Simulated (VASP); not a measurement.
Band structure of PbO2 (rutile). These are RPBE GGA, VASP's PBE PAW potentials (set 64) (plane waves; VASP) values and carry that method's errors.

Unless said otherwise, spin-orbit coupling is left out, though it shifts the bands of the heavy elements here.

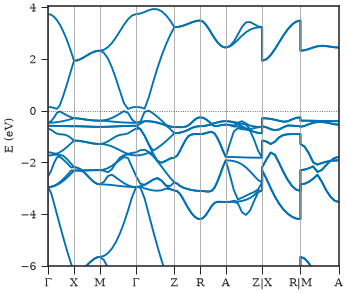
Figure. Bands along high-symmetry lines, zero at the valence-band maximum or, without a gap, the Fermi level

Task: Read the plot: is there a gap, and where are the band edges?

Result: The gap is indirect, 0.07 eV, from the valence maximum at Γ-Z at 0.33 to the conduction minimum at M-Γ at 0.78. (Edges off the drawn lines would not show.)

The compound is PbO2 in the rutile structure. It was relaxed first, which changed the volume by +10 %.
